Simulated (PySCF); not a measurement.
Consider C$_{5}$H$_{8}$ClF$_{3}$Si (SMILES C/C=C(/CCl)[SiH2]C(F)(F)F).

Input file:

```
{"job": {"kind": "nmr", "xc": "PBE0", "basis": "pcSseg-1"}, "charge": 0, "multiplicity": 1}
C     -1.624631    -1.528946    -0.111693
C     -1.439752    -0.120713    -0.545518
C     -0.457169     0.700823    -0.173502
C     -0.428016     2.107260    -0.685326
Cl    -0.720559     3.229060     0.683414
Si     0.908136     0.283086     1.062693
C      2.100706    -0.984060     0.170240
F      2.560715    -0.503045    -1.004574
F      1.539311    -2.177178    -0.112940
F      3.191539    -1.257964     0.913494
H     -2.630064    -1.661594     0.286717
H     -1.523101    -2.193866    -0.969251
H     -0.899158    -1.822643     0.641913
H     -2.187200     0.236808    -1.246641
H      0.545864     2.375228    -1.094849
H     -1.208802     2.296627    -1.421824
H      1.787655     1.421784     1.312922
H      0.475769    -0.394350     2.283065
```

Command:

```sh
OMP_NUM_THREADS=1 python probes_run.py task.json out
```

Geometry: GFN2-xTB.

These are results of PBE0/pcSseg-1, SCF density, gas phase, non-relativistic (PySCF 2.14.0), not measurements.

Predict the electron density and electron localisation function between the atoms.

Answer. C–C (1.33 Å): ρ at the midpoint is about 2.3 e/Å³; the ELF peaks at about 0.90 between the atoms: a short, multiple covalent bond.
C–Si (1.89 Å): ρ at the midpoint is about 0.93 e/Å³; the ELF peaks at about 0.95 between the atoms, as expected for a covalent bond.
C–H (1.09 Å): ρ at the midpoint is about 2 e/Å³; the ELF climbs to about 1 towards the hydrogen, as it does in any bond to H: a covalent bond by its length.
C–C (1.49 Å): ρ is about 1.8 e/Å³ halfway; the ELF peaks at about 0.95 between the atoms (a shared electron pair).

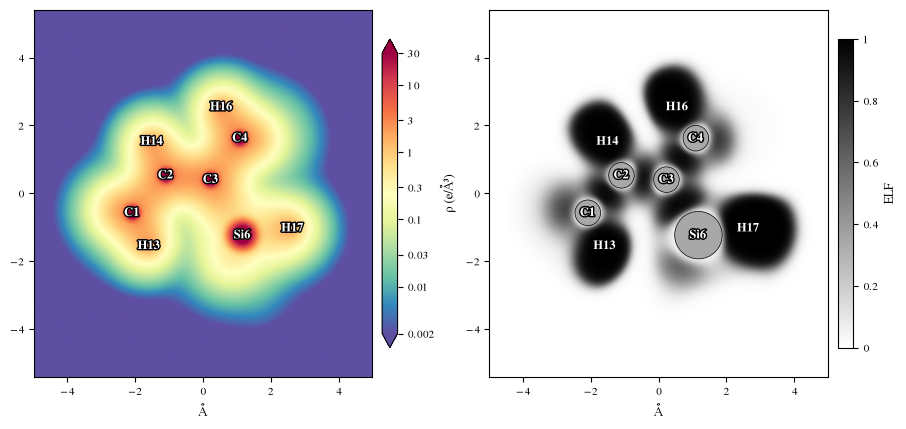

Computed electron density and electron localisation function on the plane of atoms C1, C2 and C3, in this order. Grey discs cover the atomic cores in the ELF map. 
